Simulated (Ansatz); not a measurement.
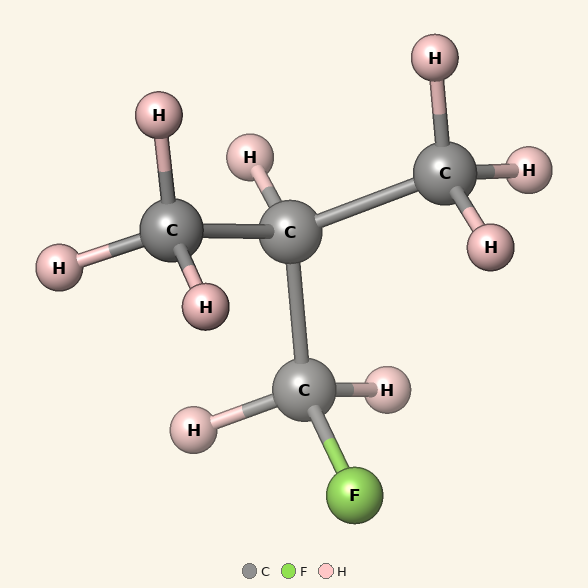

Atoms fade into the background with distance from the viewer. The computed structure is the end point of a PBE0-D4/def2-TZVP optimisation.

List the symmetry elements and name the point group.

It has 1 mirror plane, so the point group is Cs. The group has 2 operations. The geometry is achiral, and symmetry allows a dipole moment.
